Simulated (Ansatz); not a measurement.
The calculation's input:

```
crystal:
  periodic: [false, false, false]
  atoms:
    - { symbol: Al, position_ang: [-0.060925, -0.470546, -0.537663] }
    - { symbol: C, position_ang: [-0.037095, -0.248448, 2.618484] }
    - { symbol: H, position_ang: [-1.027763, -0.262772, 3.09186] }
    - { symbol: H, position_ang: [0.722605, -0.618641, 3.320421] }
    - { symbol: H, position_ang: [0.21498, 0.782996, 2.329317] }
    - { symbol: H, position_ang: [1.345976, 0.172686, -0.901083] }
    - { symbol: H, position_ang: [-1.41162, 0.323862, -0.807414] }
    - { symbol: H, position_ang: [-0.11947, -1.888259, 0.129033] }
    - { symbol: H, position_ang: [-0.054889, -0.934577, 1.742744] }
basis:
  gaussian: { orbitals: def2-SVP }
hamiltonian:
  xc: r2scan
relax:
  f_tol: 0.03
  max_steps: 50
output:
  orbitals: {}
```

Command:

```sh
ansatz run input.yaml --threads 1 --pin off --max-ram 2048MiB --backend cpu --events-out ev --progress --plain --runs-dir out
```

The fields are those of the run's last geometry, not of the input's.

Level of theory: Ansatz 0.2.0, RKS r2SCAN/def2-SVP.

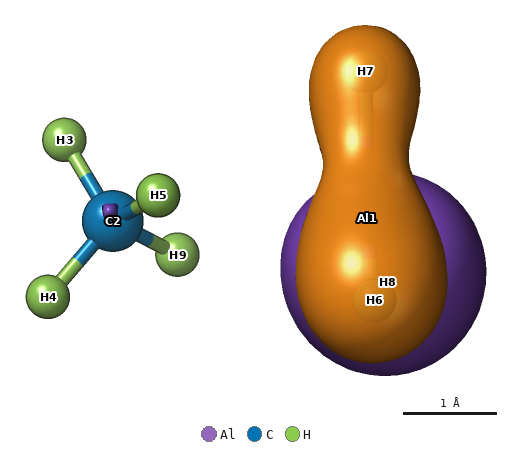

AlH₃···CH₄. The HOMO at ±0.15 Å⁻³ᐟ² (orange and purple are the two phases), seen from one side.

### What is the character of this orbital?

It lies mainly on H8 (about 40 %), Al1 (about 35 %), H6 (about 15 %) and H7 (about 5 %). Its energy is −7.27 eV.
